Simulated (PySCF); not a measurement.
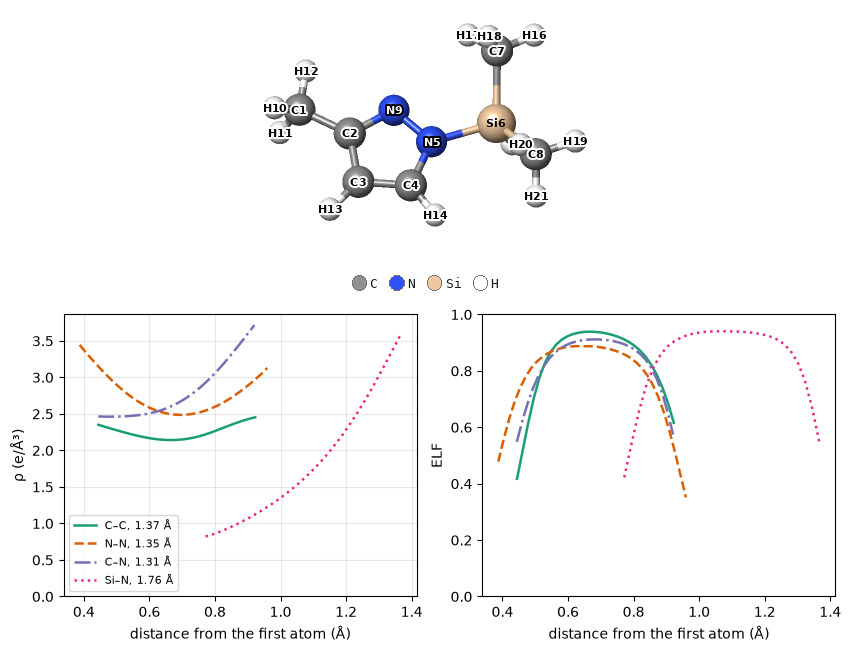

The picture shows: C₆H₁₂N₂Si (SMILES Cc1ccn([SiH](C)C)n1). Electron density and ELF along straight lines between neighbouring atoms. The curves leave out the atomic cores. The structure is drawn too.

Geometry: GFN2-xTB.

All numbers below come from PBE0/pcSseg-1, SCF density, gas phase, non-relativistic in PySCF 2.14.0.

```xyz
21

C     3.4027    0.7495    0.1104
C     2.1163    0.0037    0.0826
C     1.9075   -1.3445   -0.2902
C     0.5613   -1.5348   -0.1468
N     0.0169   -0.3693    0.2791
Si   -1.6386    0.0345    0.7333
C    -1.8336    1.8841    0.3878
C    -2.7922   -1.0417   -0.3261
N     0.9766    0.5648    0.4209
H     3.8928    0.6958   -0.8607
H     4.0740    0.3191    0.8530
H     3.2135    1.7890    0.3620
H     2.6455   -2.0497   -0.6155
H    -0.0528   -2.3965   -0.3142
H    -1.7869   -0.2945    2.1601
H    -2.7699    2.2654    0.7826
H    -1.0204    2.4357    0.8476
H    -1.8095    2.0948   -0.6781
H    -3.8286   -0.7638   -0.1637
H    -2.5843   -0.9286   -1.3868
H    -2.6991   -2.0960   -0.0829
```

Question: Compare the contacts.

Answer: C–C (1.37 Å): ρ is about 2.1 e/Å³ halfway; the ELF peaks at about 0.95 between the atoms, as expected for a covalent bond.
N–N (1.35 Å): the density is about 2.5 e/Å³ at the midpoint; the ELF peaks at about 0.90 between the atoms (localised, covalent bonding).
C–N (1.31 Å): the density is about 2.6 e/Å³ at the midpoint; the ELF peaks at about 0.90 between the atoms: a covalent bond.
Si–N (1.76 Å): ρ is about 1 e/Å³ halfway; the ELF peaks at about 0.95 between the atoms (a shared but strongly polarised pair).
